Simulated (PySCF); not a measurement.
**One shape, several levels: SF4 (sulfur tetrafluoride)**

Aim: a comparison of 3 runs (HF/STO-3G, B2PLYP/6-311+G**, M06-2X/6-311+G**) of SF4 (sulfur tetrafluoride). Input form: a Python script.

The results are computed with PySCF 2.14.0.

2 further runs of the same task are left out: 2 set aside as unsound or not needed.

## Step 1: Starting point

The species is SF4 (5 atoms), meant as a singlet with charge 0. As SMILES, `FS(F)(F)F`. The shape is that of a PBE0-D4/def2-TZVP optimisation.

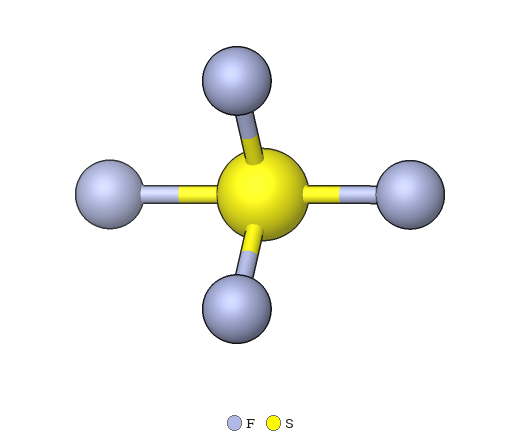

The structure, seen from a chosen angle (fluorine light blue, sulfur yellow).

## Step 2: The energy at HF/STO-3G (run 1)

job.py

```python
from pyscf import gto

system = gto.M(
    atom='''
F     -1.060514    -0.430858     2.216271
S      0.120942    -0.675388    -0.459203
F      2.903942    -0.873053     0.928611
F     -2.721395    -0.146076    -1.621763
F      0.757024     2.125186    -1.064105
''',
    unit='bohr',
    basis='sto-3g',
    charge=0,
    verbose=3,
    max_memory=1860,
    spin=0,
)

calc0 = system.RHF()
calc0.conv_tol = 1e-10
calc0.kernel()
if not calc0.converged:
    calc0 = calc0.newton().run(calc0.mo_coeff, calc0.mo_occ)

etot = calc0.e_tot
print('E(%s) = %.9f' % ('HF', etot))
```

Run with:

```console
OMP_NUM_THREADS=1 python job.py
```

Log:

```text
converged SCF energy = -785.00488683129
E(HF) = -785.004886831
```

Run time: 0.87 s. Hardware: 1 thread of Arm Neoverse V1, shared host; peak memory 0.12 GiB.

## Step 3: The energy at B2PLYP/6-311+G(d,p) (run 2)

job.py

```python
# FS(F)(F)F
from pyscf import gto, dft, mp

system = gto.M(
    atom='''
F     -1.060514    -0.430858     2.216271
S      0.120942    -0.675388    -0.459203
F      2.903942    -0.873053     0.928611
F     -2.721395    -0.146076    -1.621763
F      0.757024     2.125186    -1.064105
''',
    unit='bohr',
    max_memory=1860,
    basis='6-311+g**',
    spin=0,
    verbose=4,
    charge=0,
)

mf = dft.RKS(system, xc='0.53*HF + 0.47*B88, 0.73*LYP')
mf.conv_tol = 1e-10
mf.grids.level = 5
mf.kernel()
if not mf.converged:
    mf = mf.newton().run(mf.mo_coeff, mf.mo_occ)

pt = mp.MP2(mf, frozen=9).run()
etot = mf.e_tot + 0.27 * pt.e_corr
print('PT2 part  %.8f' % (0.27 * pt.e_corr))
print('Final energy', etot)
```

Run with:

```console
OMP_NUM_THREADS=1 python job.py
```

Log:

```text
PySCF version 2.14.0

[... 75 lines left out ...]
converged SCF energy = -796.870154927872
[... 1 line left out ...]
******** <class 'pyscf.mp.mp2.RMP2'> ********
nocc = 17, nmo = 109
frozen orbitals 9
E(RMP2) = -798.07594689641  E_corr = -1.20579196853806
E(SCS-RMP2) = -798.026959822938  E_corr = -1.15680489506527
E_corr(same-spin) = -0.334783231362003
E_corr(oppo-spin) = -0.871008737176056
PT2 part  -0.32556383
Final energy -797.1957187593777
```

It took 24 s on 1 thread of Arm Neoverse V1, shared host; peak memory 0.65 GiB.

## Step 4: The energy at M06-2X/6-311+G(d,p) (run 3)

run.py

```python
# FS(F)(F)F
from pyscf import gto, dft

mol = gto.M(
    atom='''
F       -0.561200      -0.228000       1.172800
S        0.064000      -0.357400      -0.243000
F        1.536700      -0.462000       0.491400
F       -1.440100      -0.077300      -0.858200
F        0.400600       1.124600      -0.563100
''',
    basis='6-311+g**',
    charge=0,
    max_memory=1860,
    verbose=3,
)

mf = dft.RKS(mol, xc='m06-2x')
mf.conv_tol = 1e-10
mf.grids.level = 5
mf.kernel()
if not mf.converged:
    mf = mf.newton().run(mf.mo_coeff, mf.mo_occ)

energy = mf.e_tot
print('E = %.10f Eh' % energy)
```

Run with:

```console
OMP_NUM_THREADS=1 python run.py
```

Log:

```text
converged SCF energy = -797.445134071543
E = -797.4451340715 Eh
```

It took 47 s on 1 thread of Arm Neoverse V1, shared host; peak memory 0.68 GiB.

## Step 5: The series

```
run             level  frozen core orbitals  integration grid  energy (Eh)  dipole moment (D)  HOMO energy (eV)  LUMO energy (eV)  wall time
  1         HF/STO-3G                     –                 –  -785.004887               0.65             -6.88              8.58     0.87 s
  2  B2PLYP/6-311+G**                     9                 5  -797.195719               1.04            -11.77             -1.04       24 s
  3  M06-2X/6-311+G**                     –                 5  -797.445134               1.01            -11.78             -1.45       47 s
```

## Step 6: What came out

| quantity | value |
| --- | --- |
| run 3: total energy | -797.44513 Eh |
| run 3: dipole moment | 1.01 D |
| run 3: HOMO energy | -11.78 eV |
| run 3: LUMO energy | -1.45 eV |
| run 3: HOMO–LUMO gap | 10.32 eV |

In words: The dipole moment (its size) runs from 0.65 D (HF/STO-3G) to 1.04 D (B2PLYP/6-311+G**). The two ends differ in method and basis. A double hybrid's value is that of its SCF part. The HOMO–LUMO gap runs from 10.32 eV (M06-2X/6-311+G**) to 15.46 eV (HF/STO-3G). Totals of different functionals can't be ranked against each other. In run 1 the basis is minimal, so the values are rough. All runs together took 72 s, the longest 47 s.
